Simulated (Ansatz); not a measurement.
**SVWN5/aug-cc-pVTZ run of PH3 (phosphine)**

Aim: the vertical singlet–triplet gap of PH3 (phosphine) at SVWN5/aug-cc-pVTZ, from 2 runs. 

The calculation is run with Ansatz 0.2.0.

34 further runs of the same task are left out: 34 set aside as unsound or not needed.

### 1 The system as given

PH3: 4 atoms, total charge 0, spin state singlet. SMILES: `P`. Geometry: relaxed at PBE0-D4/def2-TZVP.

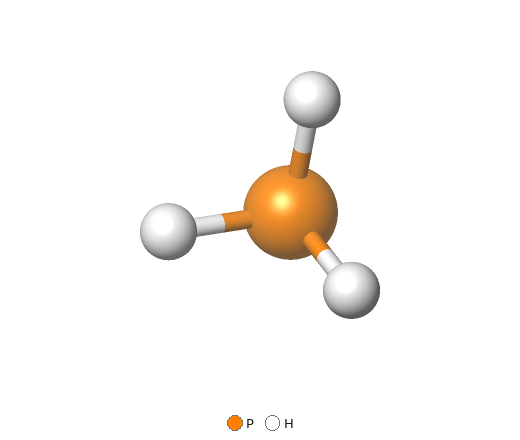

The structure, seen from a chosen angle (phosphorus orange, hydrogen white).

### 2 A single-point energy at SVWN5/aug-cc-pVTZ

job.yaml

```yaml
crystal:
  periodic: [false, false, false]
  atoms:
    - {symbol: P, position_ang: [0.346000, -0.326500, -0.332800]}
    - {symbol: H, position_ang: [0.630900, -0.034000, 1.027000]}
    - {symbol: H, position_ang: [-1.005500, -0.663000, -0.057200]}
    - {symbol: H, position_ang: [0.028700, 1.023500, -0.636900]}
basis:
  gaussian:
    orbitals: aug-cc-pVTZ
magnetization:
  spin_polarized: false
  initial_magnetization: 0
hamiltonian:
  xc: {name: SVWN5}
accuracy: high
output:
  orbitals: {seedname: orbitals}
```

Launch:

```bash
$ ansatz run job.yaml --threads 1 --pin off --max-ram 3480MiB --events-out events.jsonl --progress --plain --runs-dir runs
```

Output:

```text
Warning: RAYON_NUM_THREADS=1 ignored (pool sized by the plan → 1); use --threads N
Functional definition: SVWN5
  name "SVWN5"
  exchange = slater_x
  correlation = vwn5_c
1842 factors; integrals over basis functions are off by at most 3.1e-9 eV
mean field evaluation 1: about -9301.1750 eV, gradient 1.9e1 eV
mean field evaluation 2: about -9301.4454 eV, gradient 1.8e1 eV
mean field evaluation 4: about -9302.4339 eV, gradient 8.5e-1 eV
mean field evaluation 8: about -9302.4356 eV, gradient 7.8e-4 eV
mean field evaluation 16: about -9302.4356 eV, gradient 3.9e-8 eV
mean field -9302.43555523 eV, -341.8582012376 hartree, gradient 3.9e-8 eV, S^2 0.000000; 0 other end points of the search recorded, 0 dependent functions left out
reference -9302.43556084 eV, -341.8582014436 hartree; 9, 9 occupied and 110, 110 virtual orbitals, 1842 factors
Total energy: -9302.43556084 eV, -341.8582014436 hartree
```

Wall time 3.3 s (1 thread of Intel Xeon Platinum 8488C (Sapphire Rapids), shared host); peak memory 0.27 GiB.

### 3 The triplet, same level

molecule.yaml

```yaml
crystal:
  periodic: [false, false, false]
  atoms:
    - {symbol: P, position_ang: [0.346000, -0.326500, -0.332800]}
    - {symbol: H, position_ang: [0.630900, -0.034000, 1.027000]}
    - {symbol: H, position_ang: [-1.005500, -0.663000, -0.057200]}
    - {symbol: H, position_ang: [0.028700, 1.023500, -0.636900]}
basis:
  gaussian: {orbitals: aug-cc-pVTZ}
magnetization: {spin_polarized: true, initial_magnetization: 2}
hamiltonian: {xc: {name: SVWN5}}
accuracy: high
output: {orbitals: {seedname: orbitals}}
```

Launch:

```bash
$ ansatz run molecule.yaml --threads 1 --pin off --max-ram 3480MiB --events-out events.jsonl --progress --plain --runs-dir runs
```

Output:

```text
Warning: RAYON_NUM_THREADS=1 ignored (pool sized by the plan → 1); use --threads N
[... 4 set-up lines as earlier in the session ...]
1842 factors; integrals over basis functions are off by at most 3.1e-9 eV
mean field evaluation 1: about -9294.9670 eV, gradient 1.4e1 eV
mean field evaluation 2: about -9294.8483 eV, gradient 1.4e1 eV
mean field evaluation 4: about -9296.2393 eV, gradient 4.2e0 eV
mean field evaluation 8: about -9296.4325 eV, gradient 3.2e-1 eV
mean field evaluation 16: about -9296.4322 eV, gradient 6.0e-2 eV
mean field evaluation 32: about -9296.4323 eV, gradient 3.6e-8 eV
mean field evaluation 64: about -9296.4303 eV, gradient 7.3e-2 eV
mean field evaluation 96: about -9296.4181 eV, gradient 2.8e-1 eV
mean field evaluation 128: about -9296.4172 eV, gradient 2.4e-1 eV
mean field -9296.43252788 eV, -341.6375940514 hartree, gradient 8.4e-9 eV, S^2 2.002761; 12 other end points of the search recorded, 0 dependent functions left out
reference -9296.43253219 eV, -341.6375942098 hartree; 10, 8 occupied and 109, 111 virtual orbitals, 1842 factors
Total energy: -9296.43253219 eV, -341.6375942098 hartree
```

Wall time 14 s (1 thread of Intel Xeon Platinum 8488C (Sapphire Rapids), shared host); peak memory 0.34 GiB.

### 4 Results

At SVWN5/aug-cc-pVTZ:

```
                                        quantity          value
                           singlet: total energy  -341.85820 Eh
                            singlet: HOMO energy       -6.78 eV
                            singlet: LUMO energy       -0.68 eV
                          singlet: HOMO–LUMO gap        6.10 eV
                           triplet: total energy  -341.63759 Eh
     triplet: HOMO energy (highest over α and β)       -1.55 eV
                                   triplet: ⟨S²⟩          2.003
vertical energy of the triplet above the singlet       6.003 eV
```

At this shape the triplet lies 6.00 eV (138 kcal/mol) above the singlet.
